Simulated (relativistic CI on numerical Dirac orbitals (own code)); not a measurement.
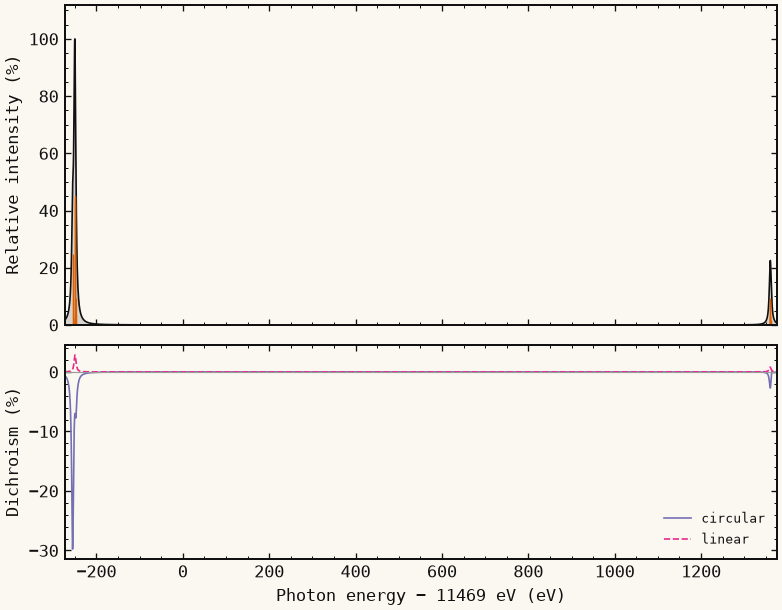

L₂,₃ X-ray absorption of Ir⁴⁺, [Xe] 4f¹⁴ 5d⁵, in a field of D3d symmetry with 10Dq = 48,500, Dσ = −510, Dτ = 90 cm⁻¹. Sticks are the strongest transitions, on a scale of their own. Multiplet model: relativistic Dirac–Coulomb–Breit theory, one configuration a step, Slater integrals scaled by 0.8, 10 K, Voigt broadening (Lorentzian 5 eV, Gaussian 1 eV full widths), computed with a radial Dirac CI code. Dichroism is for the ground state at zero temperature, magnetised by an exchange field of 10 meV on Sz (linear: z less the mean of x and y).

**What does the spectrum show?**

The main maxima lie at 11218.8 eV (100) and 12829.3 eV (23), heights in % of the largest; the centroid is at 11469.1 eV. The lower edge holds 0.84 of the intensity (branching ratio, edges parted at 12028 eV), and the core spin-orbit splitting of the orbitals is 1640 eV. The ground state has S = 0.56. The circular dichroism (Δm = −1 less Δm = +1) is largest at 11214.0 eV, −30 % of the isotropic maximum; its integrals over the lower and upper edge are −0.074 and −0.004 of the sum over the three polarisations. The magnetised ground state has ⟨Lz⟩ = −0.76 and ⟨Sz⟩ = −0.16.

Known limits: free-ion energies, so absolute edge positions are off by a few eV from solids.
